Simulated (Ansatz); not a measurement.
BCl2F···HCl

```xyz
6

B     0.0162   -0.4881   -0.4955
Cl    0.0179    0.1120    2.5151
Cl    1.5351    0.2554   -0.9346
Cl   -1.5241    0.2130   -0.9286
F     0.0343   -1.6619    0.0940
H     0.0408   -1.1597    2.1603
```

Not at a stationary point (largest force 1.6 eV/Å).

Theory: RHF/def2-SVP in Ansatz 0.2.0.

**What will maps of the electron density and electron localisation function show?**

B–F (1.31 Å): the density is about 2.3 e/Å³ at the midpoint; the ELF peaks at about 0.85 between the atoms: a polar covalent bond.
B–Cl (1.75 Å): ρ at the midpoint is about 1.4 e/Å³; the ELF peaks at about 0.95 between the atoms, as expected for a polar covalent bond.

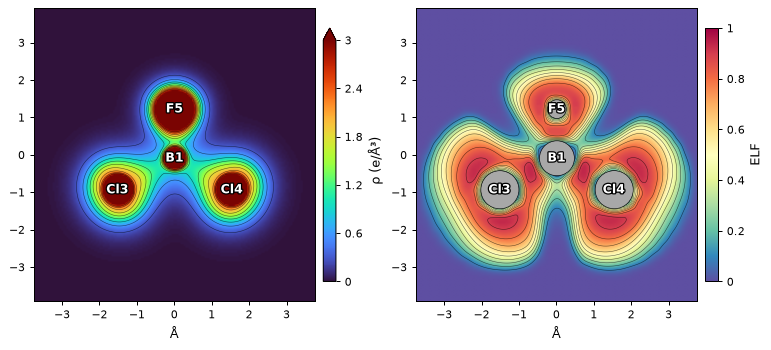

Computed electron density and electron localisation function on the plane of atoms Cl4, B1 and F5, in this order. Grey discs cover the atomic cores in the ELF map. 
